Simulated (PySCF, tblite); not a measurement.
# C₅H₁₂Si: dynamics, then NMR shifts on frames, part 2 of 2

tblite 0.8.0 and PySCF 2.14.0. Atoms count from 0.

## Step 5: Nuclear shieldings: 625 fs, PBE0/pcSseg-1

The job: settings as JSON, then the geometry in Å.

```
{"job": {"kind": "nmr", "xc": "PBE0", "basis": "pcSseg-1", "pop": false}, "charge": 0, "multiplicity": 1}
C      1.974800    -1.995200     0.797100
C      0.972500    -1.112100     0.023700
C     -0.473600    -1.426400     0.463700
C     -1.398600    -0.377900    -0.192900
Si    -0.485400     1.258900     0.007600
C      1.178700     0.356800     0.335700
H      1.818300    -1.850400     1.870600
H      1.859200    -2.999300     0.645800
H      2.988500    -1.731000     0.480600
H      1.046700    -1.217300    -1.073500
H     -0.603500    -1.362200     1.526300
H     -0.668500    -2.460800     0.196800
H     -1.477900    -0.801600    -1.225000
H     -2.352400    -0.392700     0.377600
H     -0.660700     1.972000     1.201000
H     -0.606300     2.192000    -1.063700
H      1.937900     0.880100    -0.269000
H      1.382400     0.617300     1.418200
```

Level: GIAO PBE0/pcSseg-1 NMR shielding, non-relativistic, gas phase.

Standard output:

```text
coarse grid: 14496 points
cycle   1  E = -486.7311449998  dE =  4.909e-01  |g| = 4.610e-01  |ddm| = 3.616e+00
cycle   2  E = -486.6986450737  dE =  3.250e-02  |g| = 5.807e-01  |ddm| = 9.701e-01
cycle   3  E = -486.7889975354  dE = -9.035e-02  |g| = 5.009e-02  |ddm| = 6.067e-01
cycle   4  E = -486.7895232422  dE = -5.257e-04  |g| = 2.205e-02  |ddm| = 6.862e-02
cycle   5  E = -486.7896363816  dE = -1.131e-04  |g| = 3.805e-03  |ddm| = 1.916e-02
cycle   6  E = -486.7896400502  dE = -3.669e-06  |g| = 6.216e-04  |ddm| = 4.556e-03
final grid: 132432 points
cycle   7  E = -486.8257441055  dE = -3.752e-05  |g| = 8.041e-03  |ddm| = 3.142e-02
cycle   8  E = -486.8257332854  dE =  1.082e-05  |g| = 1.027e-02  |ddm| = 1.678e-02
cycle   9  E = -486.8257611252  dE = -2.784e-05  |g| = 6.622e-04  |ddm| = 9.922e-03
cycle  10  E = -486.8257612198  dE = -9.458e-08  |g| = 2.158e-04  |ddm| = 7.905e-04
cycle  11  E = -486.8257612309  dE = -1.111e-08  |g| = 3.389e-05  |ddm| = 1.878e-04
cycle  12  E = -486.8257612311  dE = -2.517e-10  |g| = 1.145e-05  |ddm| = 5.133e-05
converged SCF energy = -486.8257612311

GIAO shielding tensors (ppm)
atom      isotropic    diamagn.    paramagn.     s11        s22        s33       span
  0 C      163.840     243.941     -80.101    143.856    157.619    190.045     46.189
  1 C      145.319     246.746    -101.427    130.266    142.840    162.851     32.585
  2 C      143.531     251.293    -107.762    112.199    146.932    171.461     59.262
  3 C      173.257     250.609     -77.352    150.483    172.831    196.458     45.975
  4 Si     379.779     881.121    -501.341    317.121    365.826    456.392    139.271
  5 C      167.508     253.833     -86.325    146.460    155.259    200.805     54.345
  6 H       30.972      29.351       1.620     27.259     29.210     36.446      9.187
  7 H       31.997      30.473       1.523     27.393     29.363     39.235     11.842
  8 H       30.038      28.029       2.010     25.141     27.699     37.274     12.133
  9 H       30.085      32.189      -2.104     26.838     27.839     35.580      8.742
 10 H       31.074      33.793      -2.719     26.510     30.476     36.237      9.727
 11 H       29.888      32.525      -2.636     24.612     28.964     36.089     11.477
 12 H       29.745      29.982      -0.237     24.044     27.674     37.517     13.472
 13 H       29.850      29.360       0.490     24.797     27.170     37.584     12.788
 14 H       28.315      31.384      -3.069     24.469     26.031     34.446      9.978
 15 H       27.980      30.226      -2.246     24.552     25.125     34.262      9.710
 16 H       30.175      31.393      -1.218     25.513     27.901     37.111     11.598
 17 H       30.331      31.725      -1.394     24.877     29.091     37.026     12.149
```

It took 19 s on 1 thread of Arm Neoverse V1, shared host; peak memory 0.79 GiB.

Key values: δ C2 43.4, C1 41.6, C0 23.1, C5 19.4, H15 3.74, H14 3.40 ppm.

## Step 6: NMR shieldings: 800 fs, PBE0/pcSseg-1

The job: settings as JSON, then the geometry in Å.

```
{"job": {"kind": "nmr", "xc": "PBE0", "basis": "pcSseg-1", "pop": false}, "charge": 0, "multiplicity": 1}
C      1.939100    -2.161000     0.211100
C      0.906400    -1.147600    -0.245400
C     -0.458200    -1.419800     0.393000
C     -1.450900    -0.382300    -0.107900
Si    -0.391200     1.200000     0.176700
C      1.223400     0.293300     0.244500
H      1.952500    -2.150900     1.282400
H      1.873100    -3.174400    -0.270400
H      2.930200    -1.785500    -0.069900
H      0.895800    -1.065600    -1.329000
H     -0.389700    -1.466500     1.532300
H     -0.764900    -2.445000     0.017800
H     -1.773900    -0.479200    -1.129300
H     -2.362300    -0.466700     0.495600
H     -0.682300     1.944600     1.403500
H     -0.717800     1.952300    -0.952900
H      2.037900     0.670000    -0.389300
H      1.591600     0.284500     1.279000
```

Method: GIAO PBE0/pcSseg-1 NMR shielding, non-relativistic, gas phase.

Standard output:

```text
coarse grid: 14496 points
cycle   1  E = -486.7364277552  dE =  4.891e-01  |g| = 4.580e-01  |ddm| = 3.613e+00
cycle   2  E = -486.7065284346  dE =  2.990e-02  |g| = 5.696e-01  |ddm| = 9.436e-01
cycle   3  E = -486.7934079476  dE = -8.688e-02  |g| = 4.756e-02  |ddm| = 5.853e-01
cycle   4  E = -486.7938749050  dE = -4.670e-04  |g| = 2.106e-02  |ddm| = 6.841e-02
cycle   5  E = -486.7939771233  dE = -1.022e-04  |g| = 3.863e-03  |ddm| = 1.913e-02
cycle   6  E = -486.7939808800  dE = -3.757e-06  |g| = 4.719e-04  |ddm| = 4.090e-03
final grid: 132432 points
cycle   7  E = -486.8309037917  dE = -3.877e-05  |g| = 8.057e-03  |ddm| = 2.969e-02
cycle   8  E = -486.8308929427  dE =  1.085e-05  |g| = 1.032e-02  |ddm| = 1.686e-02
cycle   9  E = -486.8309210355  dE = -2.809e-05  |g| = 6.198e-04  |ddm| = 9.886e-03
cycle  10  E = -486.8309211169  dE = -8.142e-08  |g| = 2.132e-04  |ddm| = 7.723e-04
cycle  11  E = -486.8309211275  dE = -1.067e-08  |g| = 3.558e-05  |ddm| = 1.846e-04
cycle  12  E = -486.8309211278  dE = -2.995e-10  |g| = 7.289e-06  |ddm| = 4.872e-05
converged SCF energy = -486.8309211278

GIAO shielding tensors (ppm)
atom      isotropic    diamagn.    paramagn.     s11        s22        s33       span
  0 C      160.800     245.299     -84.500    142.507    152.093    187.800     45.294
  1 C      143.205     249.878    -106.673    126.524    139.766    163.326     36.802
  2 C      138.398     248.974    -110.576    121.026    137.105    157.062     36.035
  3 C      173.772     251.271     -77.498    161.474    166.707    193.136     31.662
  4 Si     387.291     880.419    -493.128    311.177    395.426    455.272    144.095
  5 C      166.522     253.365     -86.843    147.426    155.716    196.425     48.999
  6 H       31.274      29.919       1.356     27.634     29.573     36.615      8.981
  7 H       29.277      27.293       1.984     24.756     26.382     36.692     11.936
  8 H       30.185      28.840       1.345     25.299     28.579     36.679     11.380
  9 H       30.313      33.611      -3.298     26.428     29.104     35.407      8.978
 10 H       29.770      31.112      -1.342     25.675     28.784     34.850      9.175
 11 H       28.406      30.393      -1.988     23.318     27.748     34.151     10.833
 12 H       31.136      31.900      -0.765     26.961     27.748     38.699     11.738
 13 H       30.346      30.294       0.052     25.700     27.404     37.934     12.235
 14 H       27.677      29.401      -1.725     24.043     24.956     34.031      9.988
 15 H       28.124      30.607      -2.483     24.343     25.465     34.565     10.222
 16 H       30.440      31.692      -1.251     25.732     28.049     37.541     11.809
 17 H       31.359      32.358      -0.999     26.680     29.986     37.411     10.731
```

It took 19 s on 1 thread of Arm Neoverse V1, shared host; peak memory 0.79 GiB.

Key values: δ C2 48.5, C1 43.7, C0 26.1, C5 20.4, H14 4.04, H15 3.59 ppm.

## Step 7: Shielding tensors: 1000 fs, PBE0/pcSseg-1

The job: settings as JSON, then the geometry in Å.

```
{"job": {"kind": "nmr", "xc": "PBE0", "basis": "pcSseg-1", "pop": false}, "charge": 0, "multiplicity": 1}
C      1.958100    -2.115500    -0.061600
C      1.013000    -0.962900    -0.348700
C     -0.446200    -1.405700     0.057500
C     -1.342900    -0.168000    -0.120300
Si    -0.220800     1.336500     0.491400
C      1.375900     0.291400     0.491800
H      2.129000    -2.262900     1.046800
H      1.557500    -3.046100    -0.496000
H      2.923600    -2.020700    -0.494800
H      1.088900    -0.723000    -1.420100
H     -0.467900    -1.638600     1.162200
H     -0.777400    -2.258500    -0.449100
H     -1.618000     0.072500    -1.140000
H     -2.324600    -0.293300     0.356000
H     -0.465700     1.847900     1.837600
H     -0.454700     2.477900    -0.437200
H      2.295500     0.720800     0.082400
H      1.539200     0.100500     1.550900
```

With the program's defaults for keys left out, this is: GIAO PBE0/pcSseg-1 NMR shielding, non-relativistic, gas phase.

Standard output:

```text
coarse grid: 14496 points
cycle   1  E = -486.7478748343  dE =  3.392e-01  |g| = 4.412e-01  |ddm| = 3.592e+00
cycle   2  E = -486.7209616921  dE =  2.691e-02  |g| = 5.449e-01  |ddm| = 8.904e-01
cycle   3  E = -486.8009452463  dE = -7.998e-02  |g| = 4.332e-02  |ddm| = 5.522e-01
cycle   4  E = -486.8013389442  dE = -3.937e-04  |g| = 2.039e-02  |ddm| = 6.407e-02
cycle   5  E = -486.8014348949  dE = -9.595e-05  |g| = 3.809e-03  |ddm| = 1.840e-02
cycle   6  E = -486.8014385350  dE = -3.640e-06  |g| = 4.024e-04  |ddm| = 4.257e-03
final grid: 132432 points
cycle   7  E = -486.8385097145  dE = -3.291e-05  |g| = 7.872e-03  |ddm| = 2.846e-02
cycle   8  E = -486.8384985933  dE =  1.112e-05  |g| = 1.018e-02  |ddm| = 1.665e-02
cycle   9  E = -486.8385261780  dE = -2.758e-05  |g| = 5.309e-04  |ddm| = 9.845e-03
cycle  10  E = -486.8385262361  dE = -5.810e-08  |g| = 1.894e-04  |ddm| = 6.320e-04
cycle  11  E = -486.8385262444  dE = -8.332e-09  |g| = 3.431e-05  |ddm| = 1.604e-04
cycle  12  E = -486.8385262447  dE = -2.701e-10  |g| = 7.027e-06  |ddm| = 4.759e-05
converged SCF energy = -486.8385262447

GIAO shielding tensors (ppm)
atom      isotropic    diamagn.    paramagn.     s11        s22        s33       span
  0 C      159.342     242.780     -83.439    137.890    152.312    187.823     49.933
  1 C      141.618     245.427    -103.810    123.702    144.924    156.226     32.524
  2 C      143.075     249.724    -106.648    122.379    139.117    167.730     45.351
  3 C      172.395     250.805     -78.409    154.777    167.364    195.045     40.269
  4 Si     374.613     879.455    -504.842    310.424    370.461    442.953    132.529
  5 C      166.771     252.572     -85.802    145.575    160.517    194.221     48.645
  6 H       29.976      27.816       2.160     26.354     28.016     35.559      9.205
  7 H       29.961      27.934       2.026     24.797     28.006     37.079     12.282
  8 H       30.715      28.675       2.040     26.643     27.768     37.735     11.092
  9 H       29.872      32.202      -2.329     26.310     28.450     34.857      8.546
 10 H       29.908      31.849      -1.941     25.891     29.024     34.810      8.920
 11 H       30.587      33.131      -2.544     25.629     29.699     36.434     10.805
 12 H       30.962      31.849      -0.887     26.499     28.019     38.368     11.868
 13 H       30.382      30.220       0.163     25.534     27.301     38.312     12.777
 14 H       27.479      29.482      -2.003     24.129     24.835     33.471      9.342
 15 H       27.058      28.849      -1.792     23.721     24.537     32.914      9.193
 16 H       30.315      30.945      -0.630     25.806     27.891     37.247     11.441
 17 H       31.360      32.108      -0.748     26.476     29.847     37.757     11.281
```

Run time: 19 s. Hardware: 1 thread of Arm Neoverse V1, shared host; peak memory 0.79 GiB.

Key values: δ C1 45.3, C2 43.8, C0 27.6, C5 20.2, H15 4.66, H14 4.24 ppm.

## Step 8: Run by run: NMR shifts

Shifts (ppm) of some atoms, chosen among heavy atoms and hydrogens apart, with basis size and wall time:

```csv
frame,C2,C0,C5,C3,H11,H7,Si4,functions,time
250 fs,35.8,24.6,24.4,11.1,1.87,1.43,-34.0,169,19 s
425 fs,40.2,27.1,15.2,18.2,1.66,1.80,-26.1,169,19 s
625 fs,43.4,23.1,19.4,13.7,1.83,-0.28,-30.6,169,19 s
800 fs,48.5,26.1,20.4,13.2,3.31,2.44,-38.1,169,19 s
1000 fs,43.8,27.6,20.2,14.5,1.13,1.76,-25.5,169,19 s
```

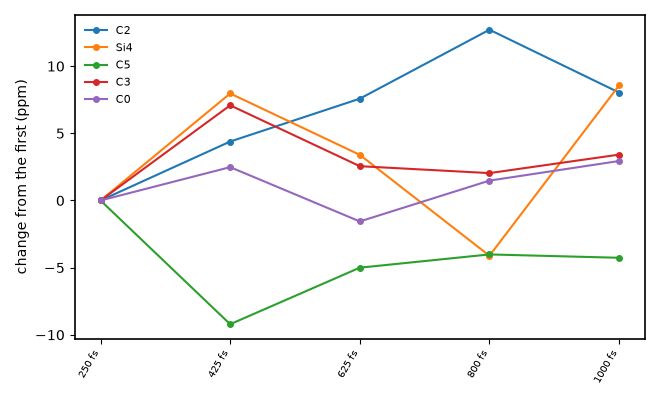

How five of the tabulated atoms move from run to run.

## Step 9: What came out

What follows sums up all 2 parts.

| quantity | value |
| --- | --- |
| thermostat | 300 K |
| mean temperature, second half | 280 K |
| mean potential energy above the minimum | 0.62 eV |
| 13C shifts against TMS (PBE0/pcSseg-1, 250 fs) | 42.5, 35.8, 24.6, 24.4, 11.1 ppm |
| 1H shifts against TMS (PBE0/pcSseg-1, 250 fs) | 4.30, 4.12, 1.99, 1.87, 1.56, 1.43, 0.66, 0.62, 0.59, 0.45, 0.18, 0.12 ppm |
| 29Si shifts against TMS (PBE0/pcSseg-1, 250 fs) | -34.0 ppm |
| range of the shift of C2 | 35.8 to 48.5 ppm |

In words: In the second half the potential energy averages 0.62 eV above the minimum; equipartition over 48 harmonic modes at 300 K would give 0.62 eV. With 18 atoms the temperature swings widely (161 to 397 K). Shifts at one fixed geometry are not the observed spectrum, which averages over the motion. In the first frame run (250 fs): The widest tensor belongs to Si4: span 104 ppm, with a paramagnetic part of -497 ppm. In ppm, C2 moves most: its shift spreads over 12.7 ppm, from 35.8 (250 fs) to 48.5 (800 fs).
